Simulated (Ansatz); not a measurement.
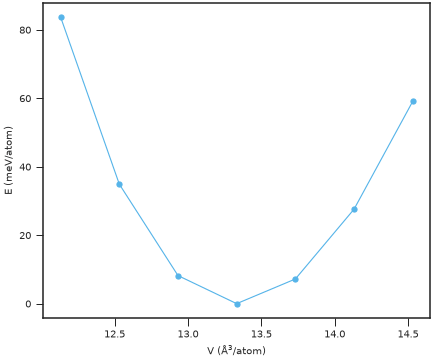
Figure: MnRh (CsCl type, Pm-3m) under volume change, plane-wave PAW PBEsol (Ansatz code), scaled uniformly.

What does a third-order Birch–Murnaghan fit give for V₀, B₀ and B′?

V₀ = 13.33 Å³/atom, B₀ = 207 GPa, B′ = 4.7.

The workflow started from a Materials Project entry (that database holds measured and hypothetical structures alike); the Crystallography Open Database files this formula in space group No. 221, but the cells were not matched. Its standing as an ambient phase is unchecked. Symmetry was held in the PBEsol relaxation; its stability against distortions is not shown here. Spin order of the final state: ferromagnetic, chosen from 5 collinear starts compared on coarse meshes (ties went to the first, and starts can fall back to one state), not a proven ground state.

Potentials: the later of the program's two PAW sets.
